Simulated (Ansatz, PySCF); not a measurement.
Breaking a bond: Li2, singlet.

Levels: RCCSD = CCSD on RHF/def2-TZVP, frozen core run with Ansatz (an electronic-structure program); RKS-PBE = Ansatz with restricted PBE/def2-TZVP; RKS-B3LYP/6-31G* = restricted B3LYP/6-31G*, spherical d run with PySCF 2.14.0.

Energies are in mEh, each relative to the lowest point of its own curve near equilibrium.

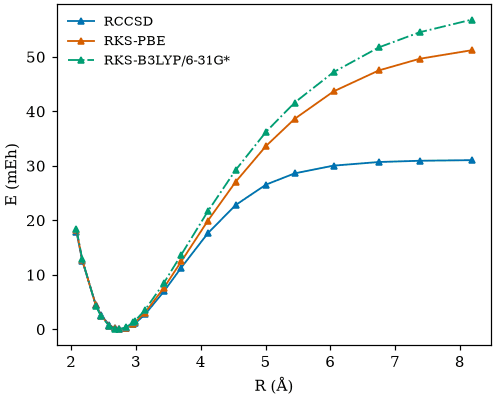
Figure: Energy against bond length for each method.

```
R / Å  RCCSD  RKS-PBE  RKS-B3LYP/6-31G*
-----  -----  -------  ----------------
2.08    17.9     18.2              18.4
2.17    12.6     12.7              12.8
2.38     4.4      4.4               4.3
2.46     2.6      2.5               2.4
2.59     0.7      0.7               0.6
2.67     0.2      0.1               0.1
2.74     0.0      0.0               0.0
2.84     0.2      0.2               0.3
2.96     0.9      1.0               1.3
2.99     1.1      1.3               1.6
3.14     2.7      3.1               3.5
3.43     6.9      7.6               8.5
3.70    11.3     12.5              13.7
4.11    17.6     19.9              21.7
4.54    22.8     27.1              29.2
5.01    26.6     33.7              36.3
5.45    28.6     38.6              41.6
6.05    30.0     43.7              47.2
6.75    30.7     47.5              51.7
7.38    30.9     49.6              54.5
8.18    31.0     51.2              56.8
```

At the longest distance, 8.18 Å, RKS-B3LYP/6-31G* lies highest above its minimum (56.8 mEh) and RCCSD lowest (31.0 mEh).

With two correlated electrons CCSD is exact in the basis where it finds the lowest root (RCCSD). The restricted form behind RKS-PBE, RKS-B3LYP/6-31G* keeps the bonding electrons paired and can't separate into open-shell fragments.
